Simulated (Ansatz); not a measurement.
Relaxed AlN (zinc blende):

```
CELL_PARAMETERS angstrom
      0.00000     4.40253     4.40253
      2.20127     2.20127     4.40253
      2.20127     2.20127     0.00000
ATOMIC_POSITIONS crystal
  N  0.00000 0.75000 0.75000
  N  0.50000 0.75000 0.75000
  Al 0.00000 0.00000 0.00000
  Al 0.50000 0.00000 0.00000
```

A phonon eigenvector at X = (0.5, 0.5, 0.0) is frozen into this cell: atom i moves by Q times the vector below, so Q is the largest atomic displacement, in Å. The cell is held. (q is in reciprocal vectors of the primitive cell; the cell shown is doubled to hold the pattern.)

```csv
atom,x,y,z
Al3,0.000,0.000,-1.000
Al4,0.000,0.000,1.000
```

Atoms not listed stay in place.

These are PBE (plane waves to 420 eV, PAW, scalar-relativistic; Ansatz, a program for electronic structure) values and carry that method's errors. k mesh 13×13×13 (Γ-centred), Fermi-Dirac smearing 0.05 eV. Energies are smeared free energies. As the smearing reaches across the gap at some points, energies and forces of such displacements shift with the k mesh and the smearing. AlN was relaxed with its symmetry unable to fall. The PAW data are Ansatz's earlier set. ΔE is measured from the undisplaced structure.

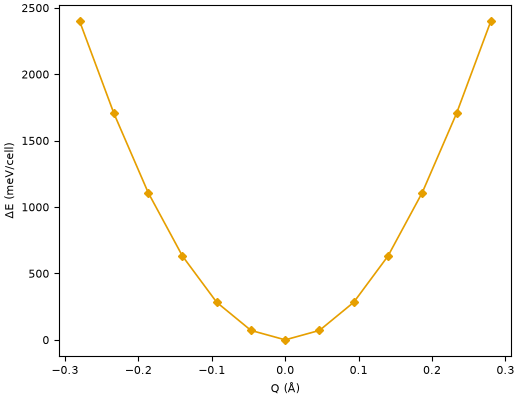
ΔE (meV/cell) against Q (Å); markers are the computed points, lines only join them.

Problem. What is the energy change at Q = 0.280 Å?

Solution. About 2400 meV/cell.

Problem. What harmonic wavenumber does the curvature at Q = 0 give?

Solution. About 570 cm⁻¹.

(A displaced cell: forces are minus the slopes of the energy, force constants its curvatures, and phonons follow from these.)
